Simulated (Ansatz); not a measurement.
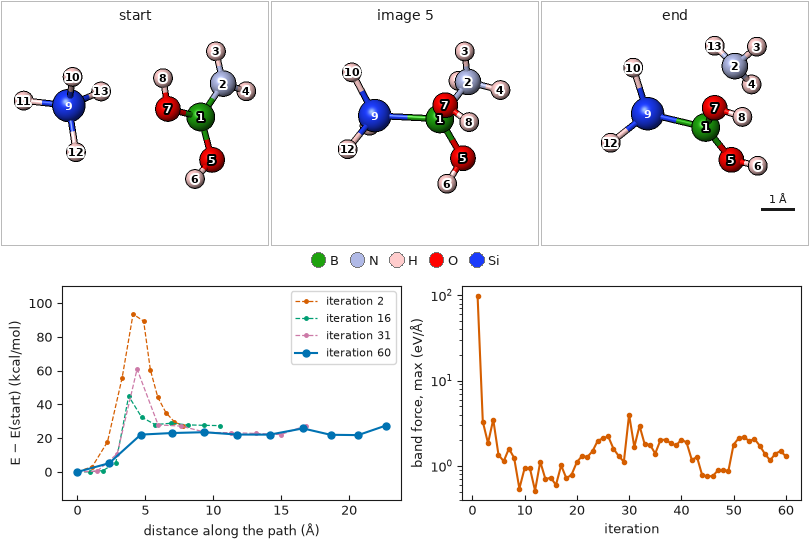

NEB run on BSiNH$_{8}$O$_{2}$, made up at the start of BNH4O2 and SiH4. Images are numbered from 0 (start) to 10 (end). The plot follows the band through its iterations. A ball-and-stick model, seen from a free direction.

Theory: RKS PBE0/6-31G* in Ansatz. Set-up: 9 movable images; climbing image; force threshold 0.05 eV/Å; iteration limit 60; starting path through a guess of the saddle point.

Judge this run.

The result isn't final. The band hadn't converged when the run stopped after 60 iterations. The largest component of the band force went from 99 to 1.3 eV/Å. The first iteration put the highest image at 346.9 kcal/mol. No barrier shows: the energy is highest at the end, and the end lies 27.5 kcal/mol above the start.

Limits of the set-up: the start holds two separate molecules, 2.8 Å apart at their closest, whose relative position is a soft coordinate and is computed without a dispersion correction.
